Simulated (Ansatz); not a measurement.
# Cl− with BF3: superposition error and deformation, part 2 of 2

Ansatz 0.2.0, Gaussian basis. The steps go on from the part before.

**11. B3LYP-D4/def2-TZVPPD**

File free-b/in.yaml:

```yaml
crystal:
  periodic: [false, false, false]
  atoms:
    - {symbol: F, position_ang: [-0.624045, 1.151250, 0.457877]}
    - {symbol: B, position_ang: [0.040956, 0.021264, 0.450745]}
    - {symbol: F, position_ang: [1.346673, 0.029737, 0.331681]}
    - {symbol: F, position_ang: [-0.599760, -1.117200, 0.562679]}
basis:
  gaussian: {orbitals: "def2-TZVPPD.json"}
hamiltonian: {xc: {name: B3LYP}, dispersion: d4}
```

Command:

```
$ ansatz run in.yaml --threads 4 --pin off --events-out ev --progress --plain --max-ram 9574MiB
```

Log:

```text
Functional definition: B3LYP
  name "B3LYP"
  cite "Stephens, Devlin, Chabalowski & Frisch, J. Phys. Chem. 98, 11623 (1994) doi:10.1021/j100096a001"
  cite "Becke, Phys. Rev. A 38, 3098 (1988) doi:10.1103/PhysRevA.38.3098"
  cite "Lee, Yang & Parr, Phys. Rev. B 37, 785 (1988) doi:10.1103/PhysRevB.37.785"
  cite "Vosko, Wilk & Nusair, Can. J. Phys. 58, 1200 (1980) doi:10.1139/p80-159"
  parameter a0 = 0.2
  parameter ax = 0.72
  parameter ac = 0.81
  exchange = (1 - a0 - ax)*slater_x + ax*b88_x + a0*exact_x
  correlation = (1 - ac)*vwn_rpa_c + ac*lyp_c
756 factors; their error is unknown
mean field evaluation 1: about -8832.8324 eV, gradient 5.0e1 eV
mean field evaluation 2: about -8829.1520 eV, gradient 7.4e1 eV
mean field evaluation 4: about -8835.9290 eV, gradient 5.1e-1 eV
mean field evaluation 8: about -8835.9516 eV, gradient 2.3e-3 eV
mean field -8835.95164623 eV, -324.7152337757 hartree, gradient 8.6e-5 eV, S^2 0.000000; 0 other end points of the search recorded, 0 dependent functions left out
reference -8835.95188781 eV, -324.7152426539 hartree; 16, 16 occupied and 141, 141 virtual orbitals, 756 factors
Total energy: -8836.01743908 eV, -324.7176516184 hartree
```

It took 0.5 s on 4 threads of Intel Xeon 6975P-C, shared host.

**12. wB97X-V/def2-TZVPPD**

free-b/in.yaml: that of step 11 with these lines changed.

```diff
@@ -9,2 +9,2 @@
   gaussian: {orbitals: "def2-TZVPPD.json"}
-hamiltonian: {xc: {name: B3LYP}, dispersion: d4}
+hamiltonian: {xc: {name: wB97X-V}}
```

Command:

```
$ ansatz run in.yaml --threads 4 --pin off --events-out ev --progress --plain --max-ram 9574MiB
```

Log, cut to the lines that bear on the results:

```text
[... 5 set-up lines as earlier in the session ...]
[...]
      + integral(e_c_pw_opposite_spin*poly(b97_u_opposite, cos0, cos1)) + vv10(b, c)
756 factors; their error is unknown
217 factors; integrals over basis functions are off by at most 2.6e-5 eV
[...]
mean field -8832.84748715 eV, -324.6011580338 hartree, gradient 2.7e-5 eV, S^2 0.000000; 0 other end points of the search recorded, 0 dependent functions left out
reference -8832.84748449 eV, -324.6011579360 hartree; 16, 16 occupied and 141, 141 virtual orbitals, 756 factors
Total energy: -8832.84748449 eV, -324.6011579360 hartree
```

It took 1.1 s on 4 threads of Intel Xeon 6975P-C, shared host.

**13. wB97M-V/def2-TZVPPD**

free-b/in.yaml: that of step 12 with these lines changed.

```diff
@@ -9,2 +9,2 @@
   gaussian: {orbitals: "def2-TZVPPD.json"}
-hamiltonian: {xc: {name: wB97X-V}}
+hamiltonian: {xc: {name: wB97M-V}}
```

Command:

```
$ ansatz run in.yaml --threads 4 --pin off --events-out ev --progress --plain --max-ram 9574MiB
```

Log, cut to the lines that bear on the results:

```text
[... 5 set-up lines as earlier in the session ...]
  # Of w^i u^j: cxij and so on, Table III.
[...]
  gx(w, u) = 1 - cx + cx01*u + cx10*w
  gss(w, u) = css00 + css04*u^4 + css10*w + css20*w^2 + css43*w^4*u^3
  gos(w, u) = cos00 + cos10*w + (cos20 + cos21*u)*w^2 + (cos60 + cos61*u)*w^6
[...]
      + integral(e_c_pw_mod_opposite_spin*gos(b97_w_opposite, b97_u_opposite)) + vv10(b, c)
756 factors; their error is unknown
217 factors; integrals over basis functions are off by at most 2.6e-5 eV
[...]
mean field -8833.78888942 eV, -324.6357539288 hartree, gradient 2.9e-5 eV, S^2 0.000000; 0 other end points of the search recorded, 0 dependent functions left out
reference -8833.78895531 eV, -324.6357563505 hartree; 16, 16 occupied and 141, 141 virtual orbitals, 756 factors
Total energy: -8833.78895531 eV, -324.6357563505 hartree
```

Run time: 1.1 s. Hardware: 4 threads of Intel Xeon 6975P-C, shared host.

**14. B2PLYP/def2-TZVPPD**

free-b/in.yaml: that of step 13 with these lines changed.

```diff
@@ -9,2 +9,2 @@
   gaussian: {orbitals: "def2-TZVPPD.json"}
-hamiltonian: {xc: {name: wB97M-V}}
+hamiltonian: {xc: {name: B2PLYP}}
```

Command:

```
$ ansatz run in.yaml --threads 4 --pin off --events-out ev --progress --plain --max-ram 9574MiB
```

Log, cut to the lines that bear on the results:

```text
[... 5 set-up lines as earlier in the session ...]
[...]
1012 factors; integrals over basis functions are off by at most 1.9e-3 eV
[...]
mean field -8823.86691188 eV, -324.2711279799 hartree, gradient 3.8e-6 eV, S^2 0.000000; 0 other end points of the search recorded, 0 dependent functions left out
4 core orbitals not correlated: weight in the atoms' cores, before any rotation towards them, 1.000 or more for the frozen orbitals, at most 0.000 for the correlated occupied ones
reference -8823.86705639 eV, -324.2711332905 hartree; 12, 12 occupied and 141, 141 virtual orbitals, 1012 factors
second order -26.90296951 eV of doubles, -0.00000000 eV of singles
Total energy: -8831.13085816 eV, -324.5380730819 hartree
```

Run time: 0.8 s. Hardware: 4 threads of Intel Xeon 6975P-C, shared host.

**15. BLYP-D4/def2-TZVPPD**

free-b/in.yaml: that of step 14 with these lines changed.

```diff
@@ -9,2 +9,2 @@
   gaussian: {orbitals: "def2-TZVPPD.json"}
-hamiltonian: {xc: {name: B2PLYP}}
+hamiltonian: {xc: {name: BLYP}, dispersion: d4}
```

Command:

```
$ ansatz run in.yaml --threads 4 --pin off --events-out ev --progress --plain --max-ram 9574MiB
```

Log, cut to the lines that bear on the results:

```text
Functional definition: BLYP
  name "BLYP"
[... 2 set-up lines as earlier in the session ...]
  parameter beta = 0.0042
  parameter a = 0.04918
  parameter b = 0.132
  parameter c = 0.2533
  parameter d = 0.349
  exchange = b88_x(beta = beta)
  correlation = lyp_c(a = a, b = b, c = c, d = d)
756 factors; their error is unknown
mean field evaluation 1: about -8831.2854 eV, gradient 5.5e1 eV
mean field evaluation 2: about -8822.0724 eV, gradient 1.0e2 eV
mean field evaluation 4: about -8835.0475 eV, gradient 1.0e0 eV
mean field evaluation 8: about -8835.0490 eV, gradient 1.1e-1 eV
mean field -8835.04899805 eV, -324.6820620672 hartree, gradient 3.0e-5 eV, S^2 0.000000; 0 other end points of the search recorded, 0 dependent functions left out
reference -8835.04932426 eV, -324.6820740551 hartree; 16, 16 occupied and 141, 141 virtual orbitals, 756 factors
Total energy: -8835.14473276 eV, -324.6855802527 hartree
```

It took 0.4 s on 4 threads of Intel Xeon 6975P-C, shared host.

**16. revPBE-D4/def2-TZVPPD**

free-b/in.yaml: that of step 15 with these lines changed.

```diff
@@ -9,2 +9,2 @@
   gaussian: {orbitals: "def2-TZVPPD.json"}
-hamiltonian: {xc: {name: BLYP}, dispersion: d4}
+hamiltonian: {xc: {name: revPBE}, dispersion: d4}
```

Command:

```
$ ansatz run in.yaml --threads 4 --pin off --events-out ev --progress --plain --max-ram 9574MiB
```

Log, cut to the lines that bear on the results:

```text
Functional definition: revPBE
  name "revPBE"
  cite "Zhang & Yang, Phys. Rev. Lett. 80, 890 (1998) doi:10.1103/PhysRevLett.80.890"
[... 1 set-up line as earlier in the session ...]
  parameter kappa = 1.245
[... 3 set-up lines as earlier in the session ...]
756 factors; their error is unknown
mean field evaluation 1: about -8829.4775 eV, gradient 5.0e1 eV
mean field evaluation 2: about -8822.8603 eV, gradient 8.7e1 eV
mean field evaluation 4: about -8832.6292 eV, gradient 7.4e-1 eV
mean field evaluation 8: about -8832.6288 eV, gradient 1.0e-1 eV
mean field -8832.62881253 eV, -324.5931218897 hartree, gradient 2.4e-5 eV, S^2 0.000000; 0 other end points of the search recorded, 0 dependent functions left out
reference -8832.62888171 eV, -324.5931244321 hartree; 16, 16 occupied and 141, 141 virtual orbitals, 756 factors
Total energy: -8832.78700913 eV, -324.5989355074 hartree
```

Wall time 0.4 s (4 threads of Intel Xeon 6975P-C, shared host).

**17. B97M-V/def2-TZVPPD**

free-b/in.yaml: that of step 16 with these lines changed.

```diff
@@ -9,2 +9,2 @@
   gaussian: {orbitals: "def2-TZVPPD.json"}
-hamiltonian: {xc: {name: revPBE}, dispersion: d4}
+hamiltonian: {xc: {name: B97M-V}}
```

Command:

```
$ ansatz run in.yaml --threads 4 --pin off --events-out ev --progress --plain --max-ram 9574MiB
```

Log, cut to the lines that bear on the results:

```text
[... 5 set-up lines as earlier in the session ...]
  # Of w^i u^j: cxij and so on, Table III.
[...]
  gx(w, u) = cx00 + cx01*u + cx02*u^2 + (cx10 + cx11*u)*w
  gss(w, u) = css00 + css02*u^2 + css10*w + (css32*w^3 + css42*w^4)*u^2
  gos(w, u) = cos00 + cos01*u + cos03*u^3 + cos10*w + cos32*w^3*u^2
[...]
      + integral(e_c_pw_mod_opposite_spin*gos(b97_w_opposite, b97_u_opposite)) + vv10(b, c)
756 factors; their error is unknown
[...]
mean field -8833.20372868 eV, -324.6142496684 hartree, gradient 2.0e-5 eV, S^2 0.000000; 0 other end points of the search recorded, 0 dependent functions left out
reference -8833.20380547 eV, -324.6142524904 hartree; 16, 16 occupied and 141, 141 virtual orbitals, 756 factors
Total energy: -8833.20380547 eV, -324.6142524904 hartree
```

It took 0.95 s on 4 threads of Intel Xeon 6975P-C, shared host.

**18. HSE06-D4/def2-TZVPPD**

free-b/in.yaml: that of step 17 with these lines changed.

```diff
@@ -9,2 +9,2 @@
   gaussian: {orbitals: "def2-TZVPPD.json"}
-hamiltonian: {xc: {name: B97M-V}}
+hamiltonian: {xc: hse06, dispersion: d4}
```

Command:

```
$ ansatz run in.yaml --threads 4 --pin off --events-out ev --progress --plain --max-ram 9574MiB
```

Log, cut to the lines that bear on the results:

```text
Functional definition: HSE06
  name "HSE06"
  cite "Heyd, Scuseria & Ernzerhof, J. Chem. Phys. 118, 8207 (2003) doi:10.1063/1.1564060"
  cite "Krukau, Vydrov, Izmaylov & Scuseria, J. Chem. Phys. 125, 224106 (2006) doi:10.1063/1.2404663"
  cite "Heyd & Scuseria, J. Chem. Phys. 120, 7274 (2004) doi:10.1063/1.1668634"
  cite "Ernzerhof & Perdew, J. Chem. Phys. 109, 3313 (1998) doi:10.1063/1.476928"
[... 2 set-up lines as earlier in the session ...]
[...]
  # The whole range is PBE's own exchange, as in plane waves. The composition of these papers is wPBEh.
[...]
756 factors; their error is unknown
53 factors; integrals over basis functions are off by at most 9.4e-6 eV
[...]
mean field -8826.76095425 eV, -324.3774820751 hartree, gradient 5.8e-5 eV, S^2 0.000000; 0 other end points of the search recorded, 0 dependent functions left out
reference -8826.76100781 eV, -324.3774840434 hartree; 16, 16 occupied and 141, 141 virtual orbitals, 756 factors
Total energy: -8826.79111066 eV, -324.3785903028 hartree
```

It took 0.5 s on 4 threads of Intel Xeon 6975P-C, shared host.

**19. CCSD(T)/def2-TZVPPD**

free-b/in.yaml: that of step 18 with these lines changed.

```diff
@@ -9,2 +9,2 @@
   gaussian: {orbitals: "def2-TZVPPD.json"}
-hamiltonian: {xc: hse06, dispersion: d4}
+correlation: {method: ccsd_t}
```

Command:

```
$ ansatz run in.yaml --threads 4 --pin off --events-out ev --progress --plain --max-ram 9574MiB
```

Log, cut to the lines that bear on the results:

```text
[... 4 set-up lines as earlier in the session ...]
[...]
1012 factors; integrals over basis functions are off by at most 1.9e-3 eV
[...]
mean field -8798.65245767 eV, -323.3445138786 hartree, gradient 9.5e-7 eV, S^2 0.000000; 0 other end points of the search recorded, 0 dependent functions left out
4 core orbitals not correlated: weight in the atoms' cores, before any rotation towards them, 1.000 or more for the frozen orbitals, at most 0.000 for the correlated occupied ones
reference -8798.65245767 eV, -323.3445138786 hartree; 12, 12 occupied and 141, 141 virtual orbitals, 1012 factors
second order -22.80236160 eV of doubles, -0.00000000 eV of singles
cycle   1  -22.36669033 eV  change    4.4e-1 eV  update   9.0e-2
[...]
cycle   9  -22.84743451 eV  change   -1.9e-6 eV  update   5.1e-6
perturbative correction -0.66418576 eV, -0.0244083765 hartree
Total energy: -8822.16407794 eV, -324.2085499869 hartree
```

Wall time 2.4 s (4 threads of Intel Xeon 6975P-C, shared host); peak memory 0.81 GiB.

**20. The split**

```tsv
method	interaction with counterpoise (kcal/mol)	without	superposition error	deformation	binding energy
PBE-D4	-67.19	-67.47	0.28	31.56	-35.63
revPBE-D4	-65.28	-65.53	0.25	30.73	-34.55
BLYP-D4	-62.65	-62.98	0.32	31.06	-31.59
r2SCAN-D4	-70.88	-71.07	0.19	35.10	-35.78
B97M-V	-69.15	-69.40	0.25	36.61	-32.55
PBE0-D4	-72.19	-72.44	0.25	36.32	-35.87
B3LYP-D4	-67.83	-68.12	0.29	35.24	-32.59
HSE06-D4	-72.07	-72.32	0.25	36.34	-35.74
wB97X-V	-70.90	-71.21	0.31	35.09	-35.81
wB97M-V	-69.87	-70.09	0.22	34.96	-34.91
B2PLYP	-67.27	-68.30	1.03	35.74	-31.54
Hartree-Fock	-68.09	-68.28	0.19	44.22	-23.87
MP2	-69.07	-71.82	2.75	36.03	-33.04
CCSD	-69.38	-71.92	2.54	37.70	-31.68
CCSD(T)	-68.98	-71.89	2.92	36.29	-32.69
```

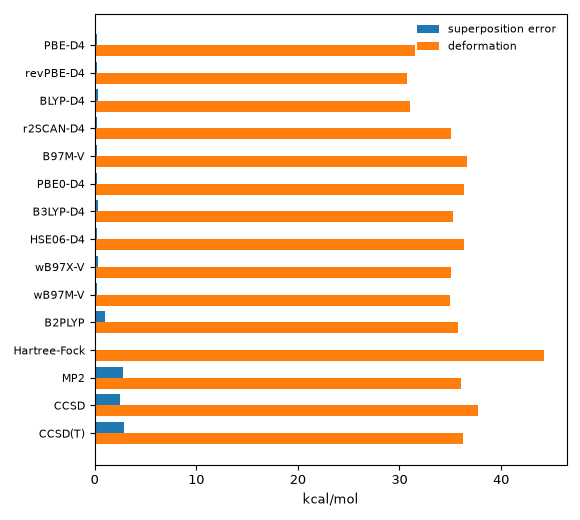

Superposition error and deformation energy by method.

**21. Summary of results**

This closing draws on all 2 parts.

| quantity | value |
| --- | --- |
| interaction, CCSD(T) | -68.98 kcal/mol |
| superposition error | 2.92 kcal/mol |
| deformation | 36.29 kcal/mol |
| binding energy | -32.69 kcal/mol |

What this shows: In this basis the superposition error is 2.92 kcal/mol for CCSD(T) and 0.26 kcal/mol on average for the plain functionals: correlated methods borrow far more, since they need many more functions to converge. Deformation takes back 53 % of the interaction.
